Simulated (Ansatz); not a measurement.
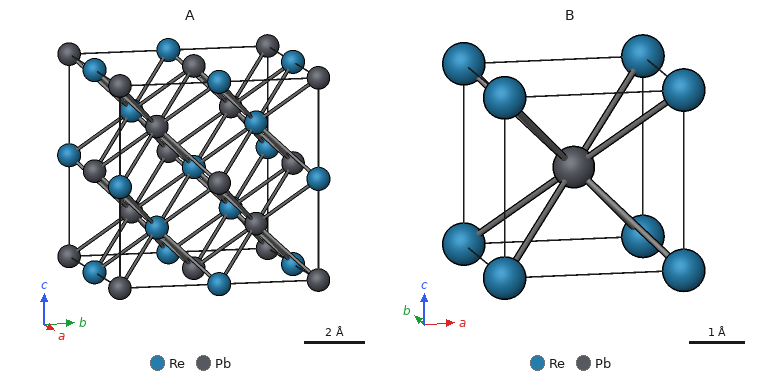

Two structures of RePb, each relaxed to rest (conventional cells in solid outline, small ones repeated, not to one scale). Method: DFT PBE, scalar-relativistic, plane waves, PAW in Ansatz 0.2.0, without spin polarisation.

Which structures are these?

Answer. A: 16 atoms a cell on a face-centred cubic lattice, Fd-3m. B: caesium chloride (CsCl, B2) type, Pm-3m.

Which form lies lower?

Answer. A is lower, by 33 meV/atom at this level of theory (energies at zero smearing). Volumes: A 20.0, B 19.2 Å³/atom.

One or both may be structure types tried for this composition rather than known phases.
